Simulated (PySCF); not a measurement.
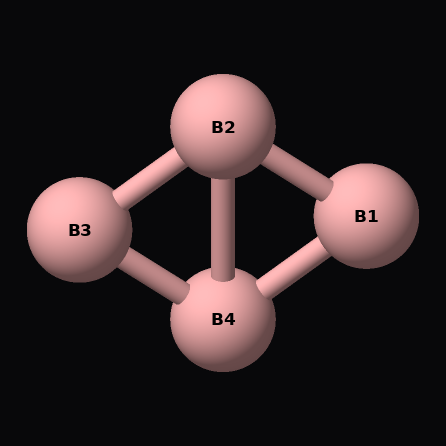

Every bond is drawn as one stick. The geometry was computed by an optimisation with PBE0/def2-TZVP. Computed with PBE0/def2-TZVP (PySCF 2.14.0).

List the Mayer bond orders of B2–B4, B1–B2 (one bond of each equivalent set).

```json
{"bond": "B2–B4", "Mayer order": "0.72", "length (Å)": "1.879"}
{"bond": "B1–B2", "Mayer order": "1.42", "length (Å)": "1.521"}
```
